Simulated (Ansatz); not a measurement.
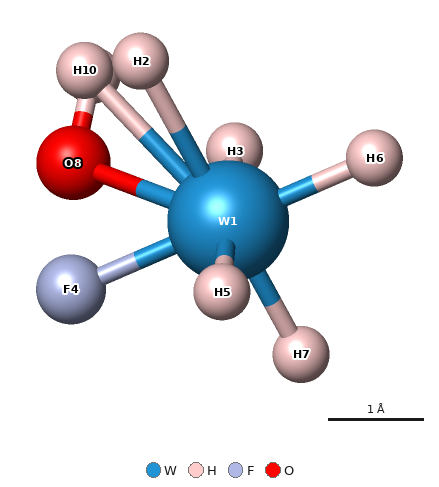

Fig. 1: The input geometry of the first run (ball-and-stick view, seen at a tilt; atoms are numbered from 1 in the order of the input). Sticks mark near contacts. Bond lengths as drawn: F–W 1.85 Å, H–O 1.01 Å, H–W 1.72 to 2.20 Å and O–W 2.24 Å.

# WH₇OF: a failed or faulty run and its cure

System: WH₇OF.
Method of the first run: RHF/def2-SVP (Ansatz 0.2.0).

The run did not end well. The input holds or restrains some coordinates. Text and figures count atoms from 1; the logs count them from 0 in places.

### Input, the first run
```yaml
crystal:
  periodic: [false, false, false]
  atoms:
    - { symbol: W, position_ang: [0.0, 0.0, 0.0] }
    - { symbol: H, position_ang: [0.0, 0.0, 2.07] }
    - { symbol: H, position_ang: [1.72, 0.0, 0.0] }
    - { symbol: F, position_ang: [0.0, 1.85, 0.0] }
    - { symbol: H, position_ang: [-1.72, 0.0, 0.0] }
    - { symbol: H, position_ang: [0.0, -1.72, 0.0] }
    - { symbol: H, position_ang: [0.0, 0.0, -1.72] }
    - { symbol: O, position_ang: [1.4721, 1.5335, 0.7063] }
    - { symbol: H, position_ang: [2.2027, 1.0805, 1.2365] }
    - { symbol: H, position_ang: [0.7317, 0.7622, 1.9256] }
basis:
  gaussian: { orbitals: def2-SVP }
hamiltonian:
  xc: hf
relax:
  f_tol: 0.15
  max_steps: 25
  restrain:
    - { distance: [0, 7], at: 3.14, k: 30.0 }
    - { distance: [9, 1], at: 1.86, k: 30.0 }
    - { distance: [0, 1], at: 1.72, k: 30.0 }
    - { distance: [9, 7], at: 1.01, k: 30.0 }
```

Launched with:
```bash
ansatz run input.yaml --threads 1 --pin off --max-ram 2048MiB --backend cpu --events-out ev --progress --plain --runs-dir out
```

Hardware: 1 thread of Arm Neoverse V1, 24 GiB of memory available, shared host.

### Output, shortened to warnings, some set-up lines, iterations and results (the first run)
```
Error: geometry relaxation did not converge after 25 steps: max|allowed force component| = 1.37e0 eV/Å without the restraints, 1.95e-1 eV/Å with the forces of `relax.restrain` added, the figure compared with `relax.f_tol` (threshold 1.5e-1). Raise `relax.max_steps` over both its present limit and 25, loosen `relax.f_tol`, or start from a geometry closer to equilibrium; or lower a very stiff …
[...]
mean field evaluation 1: about -6633.6835 eV, gradient 6.2e1 eV
mean field evaluation 2: about -6633.9325 eV, gradient 6.2e1 eV
mean field evaluation 4: about -6642.5812 eV, gradient 7.1e0 eV
mean field evaluation 8: about -6642.8224 eV, gradient 1.3e0 eV
mean field evaluation 16: about -6642.8638 eV, gradient 1.8e-2 eV
[... 28 lines ...]
relax step  22: F+E_penalty+E_count = -6653.13050455 eV  Δ(F+E_penalty+E_count) = -8.940e-3 eV  max|allowed force component| = 1.350e0 eV/Å  E_restraint = 0.03112260 eV  …
relax step  23: F+E_penalty+E_count = -6653.11873010 eV  Δ(F+E_penalty+E_count) = +1.177e-2 eV  max|allowed force component| = 1.489e0 eV/Å  E_restraint = 0.02831624 eV  …
relax step  24: F+E_penalty+E_count = -6653.13016655 eV  Δ(F+E_penalty+E_count) = +3.380e-4 eV  max|allowed force component| = 1.353e0 eV/Å  E_restraint = 0.02801612 eV  …
mean field evaluation 384: about -6653.1316 eV, gradient 2.2e-5 eV
relax step  25: F+E_penalty+E_count = -6653.13159598 eV  Δ(F+E_penalty+E_count) = -1.429e-3 eV  max|allowed force component| = 1.367e0 eV/Å  E_restraint = 0.02825399 eV  …
  distance W 0 - O 7 = 3.1208 Å
  distance H 9 - H 1 = 1.8763 Å
  distance W 0 - H 1 = 1.7184 Å
  distance H 9 - O 7 = 0.9747 Å
[...]
```

What should be changed in this input?

The run did not converge: “geometry relaxation did not converge after 25 steps: max|allowed force component| = 1.37e0 eV/Å without the restraints, 1.95e-1 eV/Å with the forces of `relax.restrain` added, the figure compared with `relax.f_tol` (threshold 1.5e-1). Raise `relax.max_steps` over both its present limit and 25, loosen `relax.f_tol`, or start from a geometry closer to equilibrium …” Its last values are not results.

A run of the same system that converges differs from this input as follows (lines with − go, lines with + come):
```diff
-    - { distance: [0, 7], at: 3.14, k: 30.0 }
-    - { distance: [9, 1], at: 1.86, k: 30.0 }
-    - { distance: [0, 1], at: 1.72, k: 30.0 }
-    - { distance: [9, 7], at: 1.01, k: 30.0 }
+    - { distance: [0, 7], at: 1.94, k: 30.0 }
+    - { distance: [9, 1], at: 0.66, k: 30.0 }
+    - { distance: [0, 1], at: 2.92, k: 30.0 }
+    - { distance: [9, 7], at: 2.21, k: 30.0 }
```

### Output, shortened to warnings, some set-up lines, iterations and results (the second run)
```
[...]
mean field evaluation 1: about -6633.6835 eV, gradient 6.2e1 eV
mean field evaluation 2: about -6633.9325 eV, gradient 6.2e1 eV
mean field evaluation 4: about -6642.5812 eV, gradient 7.1e0 eV
mean field evaluation 8: about -6642.8224 eV, gradient 1.3e0 eV
mean field evaluation 16: about -6642.8638 eV, gradient 1.8e-2 eV
[... 24 lines ...]
relax step  16: F+E_penalty+E_count = -6654.11689570 eV  Δ(F+E_penalty+E_count) = -1.938e-2 eV  max|allowed force component| = 1.056e0 eV/Å  E_restraint = 0.05865519 eV  …
relax step  17: F+E_penalty+E_count = -6654.13177429 eV  Δ(F+E_penalty+E_count) = -1.488e-2 eV  max|allowed force component| = 1.014e0 eV/Å  E_restraint = 0.06443126 eV  …
mean field evaluation 320: about -6654.1160 eV, gradient 1.7e-2 eV
relax step  18: F+E_penalty+E_count = -6654.11601980 eV  Δ(F+E_penalty+E_count) = +1.575e-2 eV  max|allowed force component| = 1.259e0 eV/Å  E_restraint = 0.05407237 eV  …
relax step  19: F+E_penalty+E_count = -6654.12704672 eV  Δ(F+E_penalty+E_count) = +4.728e-3 eV  max|allowed force component| = 1.240e0 eV/Å  E_restraint = 0.05548426 eV  …
  distance W 0 - O 7 = 1.9144 Å
  distance H 9 - H 1 = 0.7125 Å
  distance W 0 - H 1 = 2.9279 Å
  distance H 9 - O 7 = 2.2250 Å
1028 factors; integrals over basis functions are off by at most 5.2e-4 eV
mean field -6654.12704672 eV, -244.5346586378 hartree, gradient 1.9e-5 eV, S^2 0.000000; 1 other end points of the search recorded, 0 dependent functions left out
the calculation of the forces begins
reference -6654.12704672 eV, -244.5346586378 hartree; 19, 19 occupied and 76, 76 virtual orbitals, 1028 factors
Total energy: -6654.12704672 eV, -244.5346586378 hartree
Atom 0 at     0.115550     0.617790    -0.179546 Å, force     0.541840     0.413857     0.181268 eV/Å
Atom 1 at     0.311304    -0.542011     2.501724 Å, force    -0.826992    -1.239563     0.298339 eV/Å
Atom 2 at     1.354031    -0.487330    -0.152760 Å, force    -0.010073     0.023407     0.006777 eV/Å
Atom 3 at    -0.445873     1.823371    -1.509041 Å, force     0.011678    -0.023183     0.046093 eV/Å
Atom 4 at    -1.290998     0.332999     0.700392 Å, force    -0.013464    -0.021543     0.013351 eV/Å
Atom 5 at    -0.356979    -0.979280    -0.044256 Å, force    -0.048896     0.031390     0.031771 eV/Å
Atom 6 at     0.351091    -0.291043    -1.543710 Å, force     0.009223     0.031071     0.030846 eV/Å
Atom 7 at     1.356101     1.558090     0.934800 Å, force    -0.384101    -0.140642    -0.737376 eV/Å
Atom 8 at     2.281697     1.444669     1.085684 Å, force    -0.019631     0.017922     0.020960 eV/Å
Atom 9 at     0.730577     0.028945     2.425112 Å, force     0.740415     0.907284     0.107970 eV/Å
Dipole moment:     0.302822    -0.118470     0.337099 e Å
```

### The two runs side by side

| quantity | the first run | the second run |
| --- | --- | --- |
| outcome | not converged | converged |
| total energy (hartree) | – | −244.534659 |
| largest force (eV/Å) | – | 1.520 |
| basis functions | – | 95 |
| wall time (shared host) | 55 s | 50 s |
